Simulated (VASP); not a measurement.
# LaBiS2O with r2SCAN: from relaxation to properties, part 4 of 6

Aim: relax LaBiS2O, then compute properties on the relaxed cell. The start is a computed cell from the Materials Project.

VASP 6.6.1, plane waves and PAW; the level of theory is named at each step.

Still holding for the runs below: Spin-orbit coupling is off here; with elements this heavy it splits and shifts levels by tenths of an eV or more.

So far, least gap on mesh and path (eV): step 5 (bands along the symmetry lines (r2SCAN)) 1.12. The relaxed cell has a = 4.041, c = 14.126 Å (conventional setting).

### 7. Independent-particle dielectric function (r2SCAN)

Level of this step: r2SCAN; plane waves and PAW (La, Bi_d, S, O) (VASP).

LOPTICS sums transitions from filled to empty bands. NBANDS is raised for it.

Input file INCAR:

```
SYSTEM = LaBiS2O
PREC = Accurate
ENCUT = 520
EDIFF = 1E-06
NELM = 100
ISMEAR = 0
SIGMA = 0.05
LREAL = .FALSE.
ALGO = Normal
METAGGA = R2SCAN
LASPH = .TRUE.
NBANDS = 124
LORBIT = 11
LWAVE = .FALSE.
LCHARG = .FALSE.
KPAR = 8
LOPTICS = .TRUE.
NEDOS = 1500
CSHIFT = 0.1
```

Input file POSCAR:

```
LaBiS2O
1.0
    4.0408216444      0.0000000000      0.0000000000
    0.0000000000      4.0408216444      0.0000000000
    0.0000000000      0.0000000000     14.1264444717
La Bi S O
2 2 4 2
Direct
    0.5000000000      0.0000000000      0.5884187759
    0.0000000000      0.5000000000      0.4115812241
    0.0000000000      0.5000000000      0.8679425451
    0.5000000000      0.0000000000      0.1320574549
    0.5000000000      0.0000000000      0.8900394487
    0.0000000000      0.5000000000      0.1099605513
    0.0000000000      0.5000000000      0.6914764398
    0.5000000000      0.0000000000      0.3085235602
    0.0000000000      0.0000000000      0.5000000000
    0.5000000000      0.5000000000      0.5000000000
```

Input file KPOINTS:

```
Automatic mesh
0
Gamma
8 8 3
0 0 0
```

The projector-augmented-wave data sets are La, Bi_d, S and O (PBE family, release 64).

Run with:

```
> mpirun -np 8 vasp_std
```

The program printed:

```text
[... set-up lines as in an earlier step ...]
 entering main loop
       N       E                     dE             d eps       ncg     rms          rms(c)
DAV:   1     0.847217881699E+03    0.84722E+03   -0.30896E+04 10608   0.962E+02
DAV:   2    -0.266264468928E+02   -0.87384E+03   -0.71474E+03  7536   0.272E+02
DAV:   3    -0.248055935798E+03   -0.22143E+03   -0.20557E+03  8024   0.127E+02
DAV:   4    -0.270125606295E+03   -0.22070E+02   -0.21403E+02  9616   0.400E+01
DAV:   5    -0.271419812199E+03   -0.12942E+01   -0.12712E+01 12536   0.904E+00    0.156E+01
DAV:   6    -0.239886945207E+03    0.31533E+02   -0.80501E+00 10744   0.151E+01    0.816E+00
DAV:   7    -0.240088740713E+03   -0.20180E+00   -0.33415E+00 11024   0.460E+00    0.650E+00
DAV:   8    -0.240116035020E+03   -0.27294E-01   -0.48288E-01 12992   0.286E+00    0.197E+00
DAV:   9    -0.240102759465E+03    0.13276E-01   -0.11559E-01 12464   0.161E+00    0.811E-01
DAV:  10    -0.240099441092E+03    0.33184E-02   -0.51720E-02 10736   0.635E-01    0.611E-01
DAV:  11    -0.240101963351E+03   -0.25223E-02   -0.14011E-02 10680   0.313E-01    0.276E-01
DAV:  12    -0.240101788037E+03    0.17531E-03   -0.16677E-03 12720   0.156E-01    0.929E-02
DAV:  13    -0.240101853535E+03   -0.65498E-04   -0.44631E-04 11664   0.523E-02    0.555E-02
DAV:  14    -0.240101848251E+03    0.52838E-05   -0.40989E-05 11624   0.206E-02    0.291E-02
DAV:  15    -0.240101872233E+03   -0.23982E-04   -0.26403E-05 12048   0.116E-02    0.140E-02
DAV:  16    -0.240101871902E+03    0.33100E-06   -0.54983E-06 12128   0.647E-03
   1 F= -.24010187E+03 E0= -.24010187E+03  d E =-.192725E-10
 optical routines
 imaginary and real dielectric function
 direction            1
 direction            2
 direction            3
```

The job ended after 8.4 min (8 MPI ranks of AMD EPYC 7R43, shared host; peak memory 12 GiB; 63 min of CPU time).

From OUTCAR (step 7):

```text
   k-points           NKPTS =     30   k-points in BZ     NKDIM =     30   number of bands    NBANDS=    124

   NELECT =      88.0000    total number of electrons

 E-fermi :   5.2760

 k-point     1 :       0.0000    0.0000    0.0000
  band No.  band energies     occupation
    ...
     40       4.2354      2.00000
     41       4.4794      2.00000
     42       4.4794      2.00000
     43       4.8716      2.00000
     44       4.8716      2.00000
     45       8.9229      0.00000
     46       9.1403      0.00000
     47       9.1672      0.00000
     48       9.4704      0.00000
     49      10.0031      0.00000
    ...

  Total       -0.0353006     -0.0353006     -0.0704594      0.0000000      0.0000000     -0.0000000
  in kB       -0.2451999     -0.2451999     -0.4894153      0.0000000      0.0000000     -0.0000000
  external PRESSURE =      -0.3266050 kB  Pullay stress =       0.0000000 kB

 POSITION                                       TOTAL-FORCE (eV/Angst)
 -----------------------------------------------------------------------------------
      2.02041      0.00000      8.31227        -0.000000      0.000000      0.007142
      0.00000      2.02041      5.81418        -0.000000     -0.000000     -0.007142
      0.00000      2.02041     12.26094         0.000000     -0.000000      0.007209
      2.02041      0.00000      1.86550        -0.000000      0.000000     -0.007209
      2.02041      0.00000     12.57309        -0.000000      0.000000      0.004773
      0.00000      2.02041      1.55335         0.000000      0.000000     -0.004773
      0.00000      2.02041      9.76810         0.000000      0.000000     -0.005087
      2.02041      0.00000      4.35834        -0.000000      0.000000      0.005087
      0.00000      0.00000      7.06322        -0.000000     -0.000000      0.000000
      2.02041      2.02041      7.06322        -0.000000      0.000000      0.000000
 -----------------------------------------------------------------------------------
    total drift:                                0.000000     -0.000000      0.000000

  FREE ENERGIE OF THE ION-ELECTRON SYSTEM (eV)
  ---------------------------------------------------
  free  energy   TOTEN  =      -240.1018719023 eV

  energy  without entropy=     -240.1018719023  energy(sigma->0) =     -240.10187190

 plasma frequency squared (from intraband transitions) (eV^2)
  --------------------------------------------------------------------------------------
       0.000       0.000      -0.000
       0.000       0.000       0.000
      -0.000       0.000       0.000

[... 8 parts as in an earlier step ...]

[... 8 further parts left out ...]
```

These are independent-particle spectra without excitons or local fields, and fine structure depends on the mesh and on CSHIFT.

Numbers from this step:

* SCF cycles: 16
* bands: 124
* Fermi energy: 5.276 eV
* pressure: -0.03266 GPa

The imaginary dielectric function has structure finer than the step of the table below, so its rows give means over 2 eV, whole bins alone (the curve runs from 0 to 25.0 eV). Peaks (eV: height): xx 1.1: 8.24, 1.7: 13.6, 2.0: 16.8, 2.8: 19.2; zz 4.5: 16.3.

Table of imaginary dielectric function by photon energy; means over each step:

| photon energy (eV) | xx | zz |
| --- | --- | --- |
| 2 | 12.3 | 1.40 |
| 4 | 5.60 | 8.39 |
| 6 | 4.34 | 6.63 |
| 8 | 4.63 | 3.80 |
| 10 | 3.87 | 3.71 |
| 12 | 1.86 | 1.85 |
| 14 | 1.10 | 1.05 |
| 16 | 0.691 | 0.663 |
| 18 | 0.593 | 0.696 |
| 20 | 0.832 | 1.29 |
| 22 | 1.04 | 0.878 |

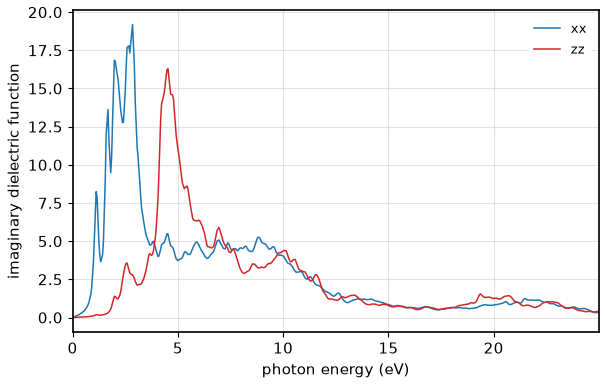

Imaginary dielectric function against photon energy.

Real dielectric function against photon energy:

| photon energy (eV) | xx | zz |
| --- | --- | --- |
| 0 | 14.0 | 7.45 |
| 1 | 19.1 | 7.83 |
| 2 | 13.5 | 9.21 |
| 3 | -4.37 | 8.54 |
| 4 | 0.896 | 14.8 |
| 5 | 1.73 | -0.161 |
| 6 | 1.61 | -0.129 |
| 7 | 1.55 | -0.173 |
| 8 | 1.19 | -0.494 |
| 9 | 0.0896 | 0.538 |
| 10 | -1.000 | -0.0359 |
| 11 | -1.35 | -1.17 |
| 12 | -1.16 | -1.48 |
| 13 | -0.694 | -0.382 |
| 14 | -0.309 | -0.440 |
| 15 | -0.294 | -0.141 |
| 16 | 0.0267 | 0.126 |
| 17 | 0.131 | 0.360 |
| 18 | 0.438 | 0.715 |
| 19 | 0.601 | 0.881 |
| 20 | 0.647 | 0.433 |
| 21 | 0.618 | -0.0982 |
| 22 | 0.277 | 0.276 |
| 23 | -0.0199 | -0.0542 |
| 24 | 0.0302 | -0.0665 |

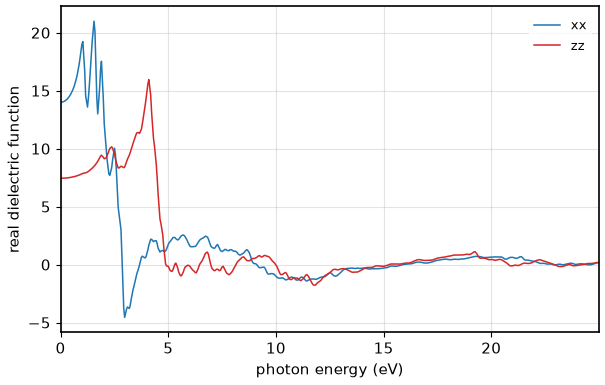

Real dielectric function, plotted against photon energy.

The mean of ε2 over directions passes 5 % of its top at 0.86 eV, against a least direct gap of 1.12 eV on this mesh; what lies under the gap is the tail of the broadening by CSHIFT.

(Continued in part 5 of 6.)

[Lines on the potential files, build, host, timing and source positions are cut from VASP's logs without a mark.]

[Logs are printed without paths, hosts, clocks, repeated set-up lines and the standing remarks that a program may print on its own settings, such as how far it seeks lower states.]

[Hosts, paths, dates, database ids (printed as entryN), source tags and the programs' standing remarks are cut or masked in the printed files.]

[A measured line is paired with the nearest computed mode of its activity, which favours agreement.]
